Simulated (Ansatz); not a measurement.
# Calculations on BSiNH₆ClF

## 1. Relaxation

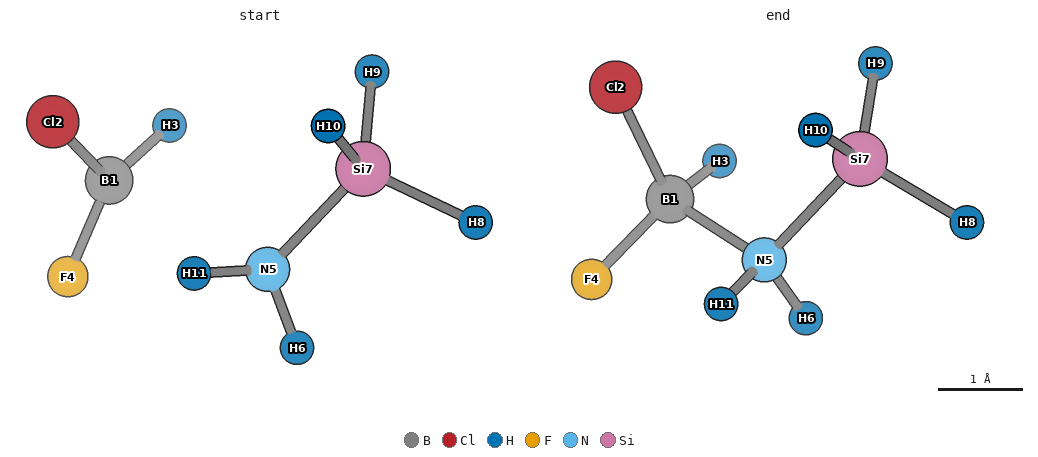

The structure of BSiNH6ClF before (left) and after (right) a relaxation, at one scale.

Style: ball-and-stick. Shown at a tilt.

The run prepares an end point of a later path (reaction) calculation, from a guessed geometry.

Method: RKS PBE-D4/def2-SVP (Ansatz 0.2.0).

Input
```yaml
crystal:
  periodic: [false, false, false]
  atoms:
    - { symbol: B, position_ang: [0.068688, 0.431427, -0.042578] }
    - { symbol: Cl, position_ang: [-0.476743, 0.963787, 1.621215] }
    - { symbol: H, position_ang: [1.24493, 0.42612, -0.327088] }
    - { symbol: F, position_ang: [-0.869364, 0.260775, -0.961902] }
    - { symbol: "N", position_ang: [-0.09874, -2.09181, 1.006416] }
    - { symbol: H, position_ang: [-0.451515, -2.863884, 0.43562] }
    - { symbol: Si, position_ang: [1.213844, -2.447099, 2.138773] }
    - { symbol: H, position_ang: [1.582675, -3.898358, 1.997148] }
    - { symbol: H, position_ang: [2.436014, -1.617789, 1.85535] }
    - { symbol: H, position_ang: [0.777074, -2.17161, 3.55087] }
    - { symbol: H, position_ang: [-0.897864, -1.57176, 1.425276] }
basis:
  gaussian: { orbitals: def2-SVP }
hamiltonian:
  xc: pbe
  dispersion: d4
relax:
  f_tol: 0.03
  max_steps: 50
output:
  orbitals: {}
```

Launched with:
```bash
ansatz run input.yaml --threads 4 --pin off --max-ram 5120MiB --backend cpu --events-out ev --progress --plain --runs-dir out
```

Summarise the run.

Over 11 accepted moves (12 points after the start) the energy falls by 0.829 eV. Largest force component: 0.82 eV/Å at the start, 0.023 eV/Å at the end. The line search rejected the trial step at point 11 of the run. The largest move after the best rigid fit is that of H6, 0.76 Å. By element the largest moves are H 0.76 Å, B 0.70 Å, Cl 0.67 Å, F 0.57 Å, N 0.39 Å, Si 0.30 Å. Near-neighbour distances that change, for instance: B1–N5 2.738 → 1.650 Å, B1–Si7 3.789 → 2.912 Å, Cl2–Si7 3.842 → 3.123 Å, N5–Si7 1.770 → 1.852 Å. New bonds form, among them: B1–N5 (2.74 → 1.65 Å). Bond angles that change, for instance: Cl2–B1–H3 120.3° → 112.3°, H9–Si7–H10 108.2° → 115.5°, H3–B1–F4 121.6° → 115.9°. Groups turn about N5–Si7 by about 35°. Cost: 17 s on 4 threads of AMD EPYC 7R32 (Zen 2), on a shared host, peak memory 0.2 GiB.

Limits of the set-up: the start holds two separate molecules, 2.6 Å apart at their closest, whose relative position is a soft coordinate.

## 2. Relaxation

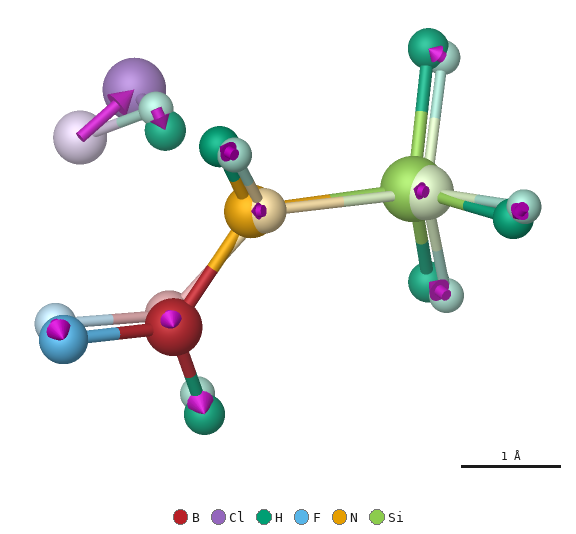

A relaxation of BSiNH6ClF. The starting structure is drawn faded, the final one solid; purple arrows show the displacements, at their true length. The two geometries are superimposed by the best rigid fit.

The picture is a ball-and-stick view, seen from a free direction.

The run prepares an end point of a later path (reaction) calculation, from a guessed geometry.

These are results of RKS PBE-D4/def2-SVP (Ansatz), not measurements. Set-up: no spin polarisation; force threshold 0.03 eV/Å; at most 50 steps.

### Atoms of which element are displaced furthest, and by how much?

Chlorine: up to 0.76 Å, against 0.37 Å for hydrogen.

### What happened in the run?

The energy falls by 3.93 kcal/mol in 11 accepted moves (12 points after the start). The largest force component goes from 1.7 to 0.016 eV/Å. The line search rejected the trial step at point 7 of the run. The forces were under the threshold at step 8, but the run went on from there. The Cl atom moves most after the best rigid fit: 0.76 Å. By element the largest moves are Cl 0.76 Å, H 0.37 Å, F 0.32 Å, B 0.24 Å, Si 0.16 Å, N 0.15 Å. Some distances before and after: B–N 1.490 → 1.424 Å, Cl–H 1.339 → 1.316 Å, N–Si 1.773 → 1.787 Å, B–H 1.210 → 1.215 Å.

Limits of the set-up: the start holds two separate molecules, 2.3 Å apart at their closest, whose relative position is a soft coordinate.

## 3. Path

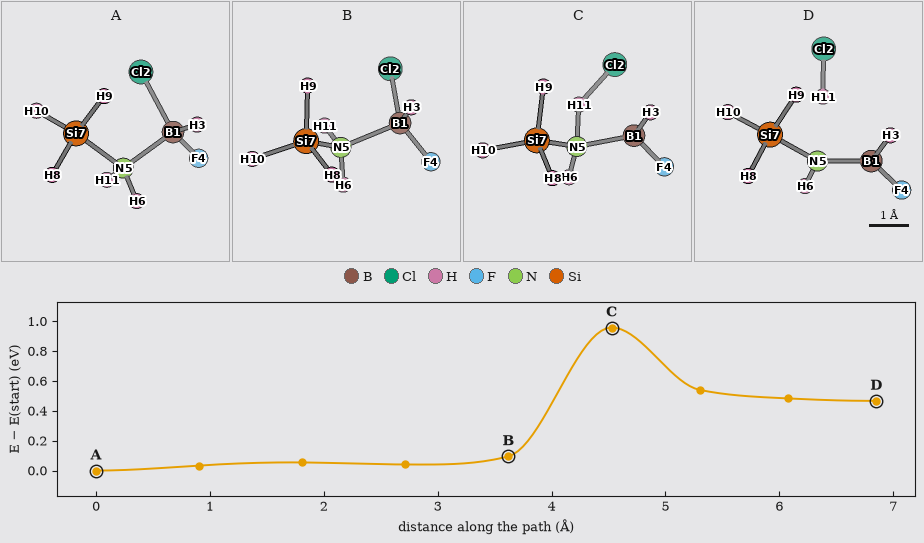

NEB run on BSiNH₆ClF. Images are numbered from 0 (start) to 8 (end). Frames A to D are images 0, 4, 5, 8. The picture is a ball-and-stick view, seen at a tilt.

Theory: RKS PBE-D4/def2-SVP (Ansatz 0.2.0). Set-up: 7 movable images; climbing image; force threshold 0.05 eV/Å; iteration limit 60; starting path through a guess of the saddle point.

Read off the barrier and say what moves.

The path has more than one stage, and so few images may leave a stage unresolved. Breaking: B1–Cl2 (1.88 → 2.43 at the top → 3.63 Å), N5–H11 (1.03 → 1.35 at the top → 2.01 Å). Forming: Cl2–H11 (2.95 → 1.53 at the top → 1.32 Å). The highest point, image 5, lies 0.96 eV above the start and 0.49 eV above the end; the end is at +0.47 eV relative to the start. The band converged in 33 iterations. The largest component of the band force went from 8.2 to 0.022 eV/Å. The climbing image converged on the top of the path. Its vibrational analysis gives one imaginary mode (800i cm⁻¹), as a transition state must have.
